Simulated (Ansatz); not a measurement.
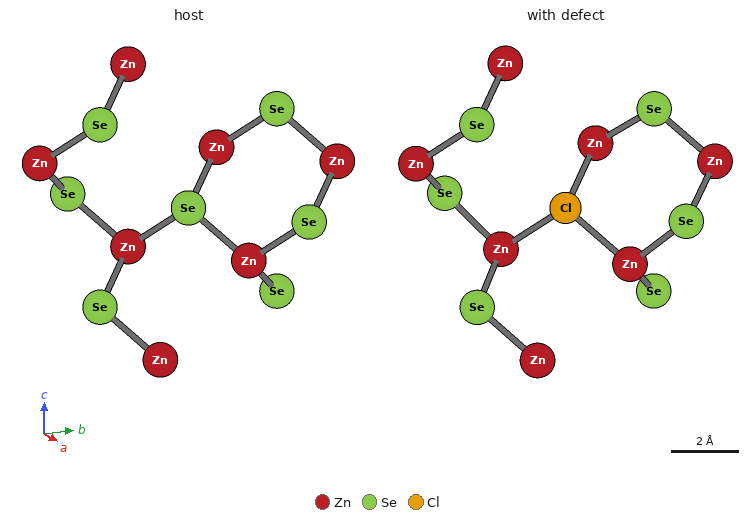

Left: perfect ZnSe. Right: the same region with one point defect, after relaxing the atoms in a supercell of 54 sites. Style: ball-and-stick. Shown: the atoms within 5.4 Å of one point, in a slice 3.4 Å thick across the line of sight, slightly off an axis.

Theory: DFT, PBE, plane-wave PAW, default files, scalar-relativistic, frozen cores (Ansatz 0.2.0). Set-up: plane-wave cutoff 420 eV; k-point mesh 3 × 3 × 3; occupations fermi dirac; smearing width 0.01 eV; no spin polarisation. A uniform background neutralises the charged cell. The axes drawn are those of the host's conventional cell.

**Which defect is it?**

A selenium atom is replaced by chlorine.

The charge state of the cell is +1.

**What does the relaxation do around it?**

In the host the Se atom has 4 Zn at 2.45 Å; the Cl atom ends with 4 Zn at 2.62 Å. Of the host's atoms, a zinc atom moves furthest from its site, by 0.17 Å. Relaxing the atoms from the host's sites lowers the energy by 0.30 eV.

Limits of the set-up: the cell is charged, on a uniform background, and energies carry no finite-size correction.
